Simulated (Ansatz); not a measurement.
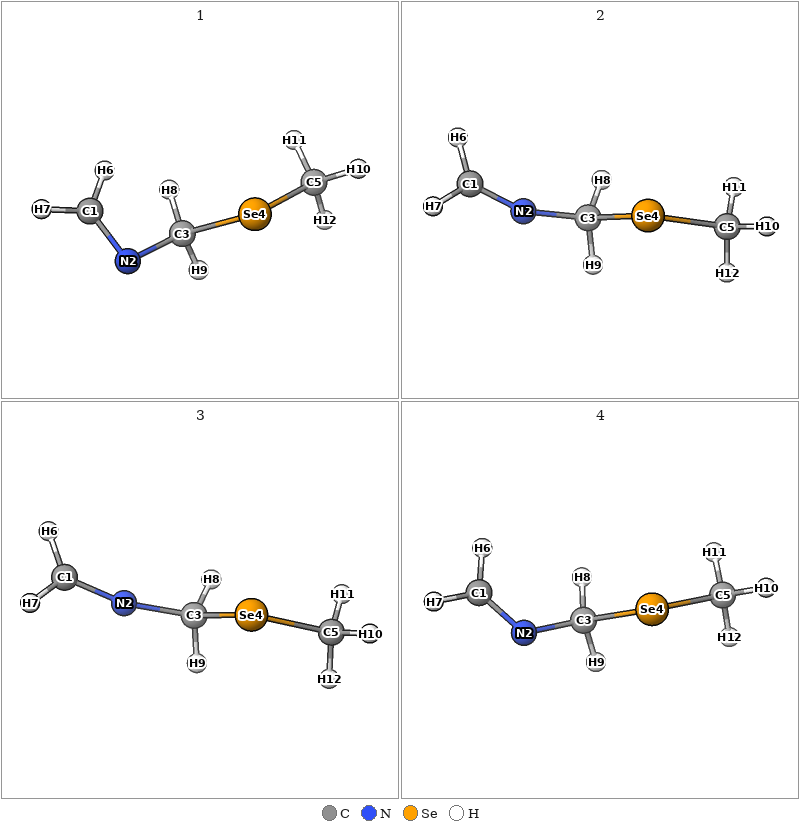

C3H7NSe, SMILES C=NC[Se]C. 
- Coordinates scanned: (1) angle C1–N2–C3; (2) change of the bonds N2–C1, N2–C3, all alike.
- Nothing is relaxed (all other coordinates rigid).
- Grid: 11 × 11 points.
- Points are written as (first, second).
- Energies: kJ/mol, counted from the relaxed molecule at the same level.
- These are results of RHF/def2-SVP (Ansatz 0.2.0), not measurements.

The numbered pictures are structures from this grid.

**Rank them by energy, lowest first.**

4, at (119.2°, 0.003 Å): 0.06 kJ/mol; 2, at (155.2°, 0.003 Å): 85 kJ/mol; 1, at (92.2°, 0.078 Å): 153 kJ/mol; 3, at (164.2°, 0.115 Å): 203 kJ/mol.

The map, with the structures marked:

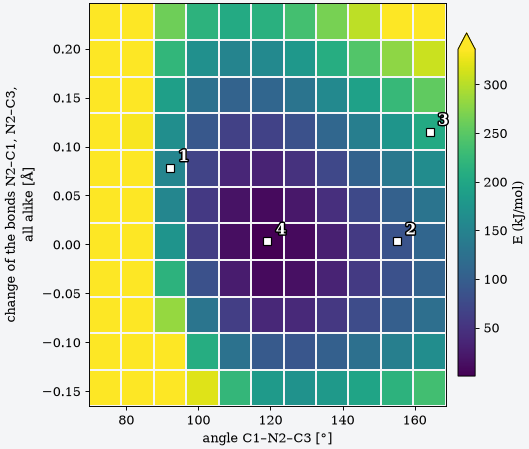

In the figure: one coloured cell a grid point, one colour for all values above the top of the scale.
